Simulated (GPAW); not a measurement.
**Ag L₃-edge XANES of Ag (Silver, Fm-3m)**

Aim: the dependence of the Ag L₃ near-edge features of Ag (Silver, Fm-3m) on volume.

Program: GPAW 26.7.0. Level of theory: X-ray absorption from dipole matrix elements to empty bands, plane-wave PAW RPBE. Results are calculated unless marked as measured.

## 1. Starting point

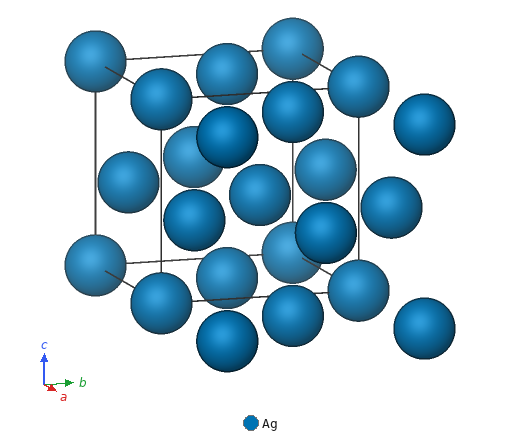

Start, viewed slightly off an axis; silver blue. 2×1×1 cells are drawn. This picture shows the conventional cell, with its axes. Some periodic images of atoms are drawn too.

## 2. The field without a hole

A plain self-consistent run shows whether there is a gap, which decides the set-up of the core-hole run.

File scf.py:

```python
import numpy as np
from ase import Atoms
from ase.parallel import parprint, paropen
from gpaw import GPAW, PW, FermiDirac, Mixer, MixerDif, setup_paths
from gpaw.test import gen
setup_paths.insert(0, '.')
gen('Ag', name='nch2p', xcname='RPBE', corehole=(2, 1, 0), write_xml=True)
from gpaw.mpi import world
world.barrier()

atoms = Atoms('Ag',
    cell=[[0, 2.04275, 2.04275],
     [2.04275, 0, 2.04275],
     [2.04275, 2.04275, 0]],
    scaled_positions=[[0, 0, 0]],
    pbc=True)
atoms.calc = calc = GPAW(legacy_gpaw=True, mode=PW(430), xc='RPBE', setups={0: 'nch2p'},
    kpts={'size': (10, 10, 10), 'gamma': True}, occupations=FermiDirac(0.05),
    charge=0, mixer=Mixer(0.1, 5, 50), maxiter=150,
    convergence={'density': 0.0001}, txt='scf.txt')
energy = atoms.get_potential_energy() + calc.get_reference_energy()
ef = calc.get_fermi_level()
out = dict(energy=energy, fermi=ef, forces=atoms.get_forces().tolist())
parprint(f'all-electron energy {energy:.4f} eV, Fermi level {ef:.4f} eV')
ev = np.array([[calc.get_eigenvalues(k, s) for k in range(len(calc.get_ibz_k_points()))] for s in range(calc.get_number_of_spins())])
out['homo'], out['lumo'], out['counts'] = ev[ev < ef].max(), ev[ev > ef].min(), sorted(set((ev < ef).sum((0, 2)).tolist()))
out['filled'] = (ev[:, 0] < ef).sum(1).tolist()
import json
with paropen('out.json', 'w') as f:
    json.dump(out, f)
```

Launch:

```console
$ OMP_NUM_THREADS=1 mpirun -n 2 gpaw python scf.py
```

Numbers of over 12 decimals in the logs are rounded to 6 here.

Output:

```text
Input parameters:
  convergence: {density: 0.0001}
  kpts: {gamma: True,
         size: (10, 10, 10)}
  maxiter: 150
  mixer: {backend: pulay,
          beta: 0.1,
          method: separate,
          nmaxold: 5,
          weight: 50}
  mode: {ecut: 430.0,
         name: pw}
  occupations: {fixmagmom: False,
                name: fermi-dirac,
                width: 0.05}
  setups: {0: nch2p}
  xc: RPBE

Initialize ...

[... PAW data sets ...]

Reference energy: -144606.336225  # eV

Spin-paired calculation

[... convergence settings ...]
Symmetries present (total): 48
  [... symmetry matrices ...]

1000 k-points: 10 x 10 x 10 Monkhorst-Pack grid + [1/20,1/20,1/20]
47 k-points in the irreducible part of the Brillouin zone
       k-points in crystal coordinates                weights
   0:     0.00000000    0.00000000    0.00000000          1/1000
   1:     0.10000000    0.10000000    0.00000000          6/1000
   2:     0.10000000    0.10000000    0.10000000          8/1000
   3:     0.20000000    0.10000000    0.10000000         12/1000
   4:     0.20000000    0.20000000    0.00000000          6/1000
   5:     0.20000000    0.20000000    0.10000000         24/1000
   6:     0.20000000    0.20000000    0.20000000          8/1000
   7:     0.30000000    0.20000000    0.10000000         24/1000
   8:     0.30000000    0.20000000    0.20000000         24/1000
   9:     0.30000000    0.30000000    0.00000000          6/1000
          ...
  46:     0.50000000    0.50000000    0.50000000          4/1000

Wave functions: Plane wave expansion
  Cutoff energy: 430.000 eV
  Number of coefficients (min, max): 331, 359
  Pulay-stress correction: 0.000000 eV/Ang^3 (de/decut=0.000000)
  Using FFTW library
  Wavefunction extrapolation:
    Improved wavefunction reuse through dual PAW basis

Occupation numbers: Fermi-Dirac:
  width: 0.0500  # eV

Eigensolver
   Davidson(niter=2)

Densities:
  Coarse grid: 14*14*14 grid
  Fine grid: 28*28*28 grid
  Total Charge: 0.000000

Density mixing:
  Method: separate
  Backend: pulay
  Linear mixing parameter: 0.1
  old densities: 5
  Width of damping distribution: 1.1
  Damping of long wavelength oscillations: 50

[... Hamiltonian set-up ...]
Number of atoms: 1
Number of atomic orbitals: 12
Number of bands in calculation: 12
Number of valence electrons: 17
Bands to converge: occupied

... initialized

Initializing position-dependent things.

Density initialized from atomic densities
Creating initial wave functions:
  12 bands from LCAO basis set

       Ag

Atomic positions and initial magnetic moments

Positions:
   0 Ag     0.000000    0.000000    0.000000    ( 0.0000,  0.0000,  0.0000)

Unit cell:
           periodic     x           y           z      points  spacing
  1. axis:    yes    0.000000    2.042750    2.042750    14     0.1685
  2. axis:    yes    2.042750    0.000000    2.042750    14     0.1685
  3. axis:    yes    2.042750    2.042750    0.000000    14     0.1685

  Lengths:   2.888885   2.888885   2.888885
  Angles:   60.000000  60.000000  60.000000

Effective grid spacing dv^(1/3) = 0.1838

iter:   1    -2.513376
iter:   2    -2.411537   -2.42  -1.52
iter:   3    -2.288206   -2.58  -1.61
iter:   4    -2.287949   -3.88  -2.00
iter:   5    -2.284430c  -3.77  -2.11
iter:   6    -2.284460c  -5.12  -3.55
iter:   7    -2.284416c  -5.64  -3.43
iter:   8    -2.284410c  -6.90  -4.06c
iter:   9    -2.284410c  -8.00c -4.51c

Converged after 9 iterations.

Dipole moment: (0.000000, -0.000000, -0.000000) |e|*Ang

Energy contributions relative to reference atoms: (reference = -144606.336225)

Kinetic:         +0.947631
Potential:       -1.985704
External:        +0.000000
XC:              -1.465644
Entropy (-ST):   -0.002639
Local:           +0.220626
SIC:             +0.000000
--------------------------
Free energy:     -2.285729
Extrapolated:    -2.284410

Showing only first 2 kpts
 Kpt  Band  Eigenvalues  Occupancy
  0     6      3.60828    2.00000
  0     7      4.64157    2.00000
  0     8      4.64157    2.00000
  0     9     28.32269    0.00000

  1     6      3.75917    2.00000
  1     7      4.48741    2.00000
  1     8      4.71126    2.00000
  1     9     24.74265    0.00000

Fermi level: 8.38352

No gap
No difference between direct/indirect transitions

Forces in eV/Ang:
  0 Ag    0.00000   -0.00000   -0.00000
Scalar-relativistic atomic RPBE calculation for Ag (Silver, Z=47)
Core hole in 2p state (2p occupation: 6.0)
750 radial gridpoints.
|------------------------------------------------|
|------------------------------------------------|
[... the atom generator's iteration count ...]

Energy contributions:
-------------------------
Kinetic:    +5516.952289
XC:          -149.377003
Potential: -10681.760168
-------------------------
Total:      -5314.184882

state      eigenvalue         ekin         rmax
-----------------------------------------------
1s^2.0 :  -929.984018  1181.994871        0.020
2s^2.0 :  -136.967113   243.455155        0.114
2p^6.0 :  -122.931271   232.189939        0.091
3s^2.0 :   -25.110805    67.642131        0.333
3p^6.0 :   -20.486501    62.728516        0.326
3d^10.0:   -13.170189    56.529292        0.274
4s^2.0 :    -3.487796    16.890682        0.823
4p^6.0 :    -2.150668    13.978599        0.877
4d^10.0:    -0.271425     7.694836        1.037
5s^1.0 :    -0.157177     1.363003        2.504
5p^0.0 :    -0.027761     0.385498        4.103
-----------------------------------------------
(units: Bohr and Hartree)

Generating PAW setup
Kinetic energy of the core from tauc = 5489.78803949285
Cutoffs:
rc(s)=2.430
rc(p)=2.510
rc(d)=2.230
rc(vbar)=2.460
rc(comp)=2.370
rc(nct)=2.510

Kinetic energy of the core states: 5354.769330
Charge: 0.0
Core electrons: 30.0
Valence electrons: 17.0
Pseudo-core charge: 0.068829
Shape function alpha=1.780
Pseudo-electron charge 6.137399
state    eigenvalue         norm
--------------------------------
5s(1) :    -0.157177     1.049750
*s    :     0.842823
4p(6) :    -2.150668     0.097472
5p(0) :    -0.027761     1.000347
4d(10):    -0.271425     0.443399
*d    :     0.728575
--------------------------------

Diagonalizing with gridspacing h=0.050

state   all-electron     PAW
-------------------------------
5s:      -0.157177    -0.157304
4p:      -2.150668    -2.151182
4d:      -0.271425    -0.272244
*f:                    0.067859
-------------------------------
all-electron energy -144608.6206 eV, Fermi level 8.3835 eV
```

Elapsed: 7 s, on 2 MPI ranks of Arm Neoverse V1, shared host; peak memory 0.15 GiB; 14 s of CPU time.

The mesh shows no gap, so the system is treated as a metal and the core electron is put at the Fermi level (neutral cell).

## 3. Reference energy of the supercell

The photon energy needs a difference of total energies, so the cell and mesh of the coming hole run are first run without a hole.

Changes to scf.py since step 2:

```diff
@@ -10,10 +10,17 @@
 
-atoms = Atoms('Ag',
-    cell=[[0, 2.04275, 2.04275],
-     [2.04275, 0, 2.04275],
-     [2.04275, 2.04275, 0]],
-    scaled_positions=[[0, 0, 0]],
+atoms = Atoms('Ag8',
+    cell=[[0, 4.0855, 4.0855],
+     [4.0855, 0, 4.0855],
+     [4.0855, 4.0855, 0]],
+    scaled_positions=[[0, 0, 0],
+     [0, 0, 0.5],
+     [0, 0.5, 0],
+     [0.5, 0, 0],
+     [0, 0.5, 0.5],
+     [0.5, 0, 0.5],
+     [0.5, 0.5, 0],
+     [0.5, 0.5, 0.5]],
     pbc=True)
 atoms.calc = calc = GPAW(legacy_gpaw=True, mode=PW(430), xc='RPBE', setups={0: 'nch2p'},
-    kpts={'size': (10, 10, 10), 'gamma': True}, occupations=FermiDirac(0.05),
+    kpts={'size': (5, 5, 5), 'gamma': True}, occupations=FermiDirac(0.1),
     charge=0, mixer=Mixer(0.1, 5, 50), maxiter=150,
```

Output:

```text
Input parameters:
  convergence: {density: 0.0001}
  kpts: {gamma: True,
         size: (5, 5, 5)}
  maxiter: 150
  mixer: {backend: pulay,
          beta: 0.1,
          method: separate,
          nmaxold: 5,
          weight: 50}
  mode: {ecut: 430.0,
         name: pw}
  occupations: {fixmagmom: False,
                name: fermi-dirac,
                width: 0.1}
  setups: {0: nch2p}
  xc: RPBE

Initialize ...

[...]
*s    :     0.842823
4p(6) :    -2.150668     0.097472
5p(0) :    -0.027761     1.000347
4d(10):    -0.271425     0.443399
*d    :     0.728575
--------------------------------

Diagonalizing with gridspacing h=0.050

state   all-electron     PAW
-------------------------------
5s:      -0.157177    -0.157304
4p:      -2.150668    -2.151182
4d:      -0.271425    -0.272244
*f:                    0.067859
-------------------------------
all-electron energy -1156868.9609 eV, Fermi level 8.3514 eV
[key lines of the parts left out:]
Converged after 9 iterations.
Dipole moment: (-0.000000, -0.000000, -0.000000) |e|*Ang
Free energy:    -18.330149
Fermi level: 8.35142
```

Wall time 33 s (2 MPI ranks); peak memory 0.26 GiB.

Reference energy: -1156868.961 eV with the cores included.

[end of part 1 of 3]

[Banner, clock and machine lines of the logs are left out without a mark of their own.]

[Logs are printed without paths, hosts, clocks, repeated set-up lines and the standing remarks that a program may print on its own settings, such as how far it seeks lower states.]

[Hosts, paths, dates, database ids (printed as entryN), source tags and the programs' standing remarks are cut or masked in the printed files.]

[Lists of maxima count a maximum above −3 eV only where it reaches 4 % of the highest in the window and stands out from its surroundings by 2 % of it (1.5 % where it reaches 55 %); shoulders and weaker maxima are passed over, and of the rest the first, up to two pre-edge ones and the few strongest are named.]
